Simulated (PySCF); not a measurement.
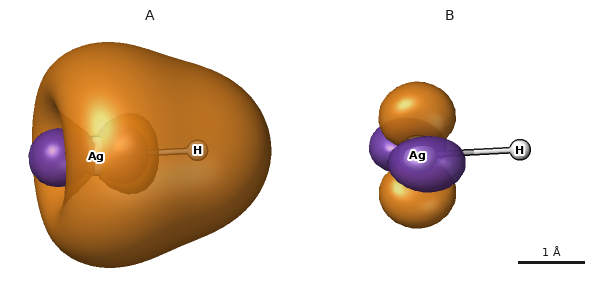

AgH. Two frontier orbitals, each drawn at the value that holds 80 % of its norm (orange and purple are the two phases), in no order; of a degenerate pair one member is drawn.

Core potentials replace the inner electrons of Ag.

The calculation used PBE0/cc-pVDZ(-PP), non-relativistic Hamiltonian with scalar-relativistic core potentials where named, at a bond length of 1.622 Å (PySCF).

**Label each orbital by symmetry, say whether it is occupied, and order them by energy.**

Orbital B: δ, occupied, −9.29 eV; almost wholly on Ag.
Orbital A: σ, occupied, −6.77 eV; mainly on Ag (70 %).
